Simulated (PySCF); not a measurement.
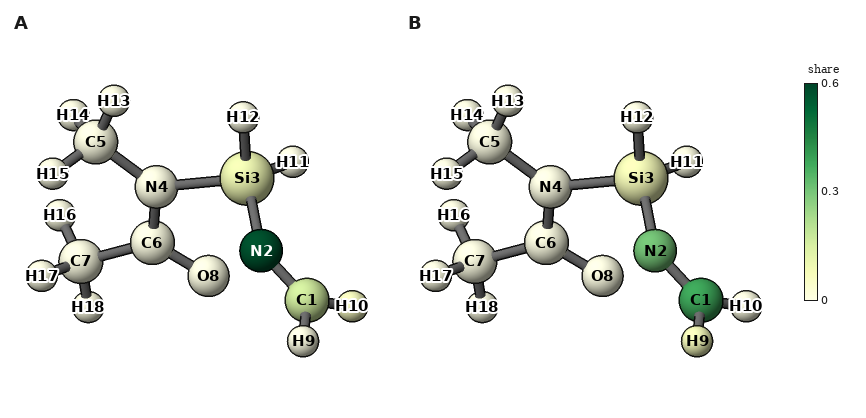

Each panel colours the atoms by their Löwdin share in one orbital (up to four of the largest shares; other atoms are shown as zero). Computed geometry: GFN2-xTB optimisation. No frequency run is at hand to confirm it as a minimum. Level of theory: CAM-B3LYP/def2-SVPD (PySCF 2.14.0).

The panels show the HOMO, LUMO, in some order. Which is which?

Answer. A: HOMO, −8.27 eV; N2 0.57, C1 0.16, Si3 0.09, H10 0.06
B: LUMO, 0.45 eV; C1 0.38, N2 0.30, Si3 0.07, H9 0.07

The geometry is semi-empirical. Around Si such bond lengths and angles can be off by a tenth of an ångström or more and by several degrees, and values that hang on the shape move with them.
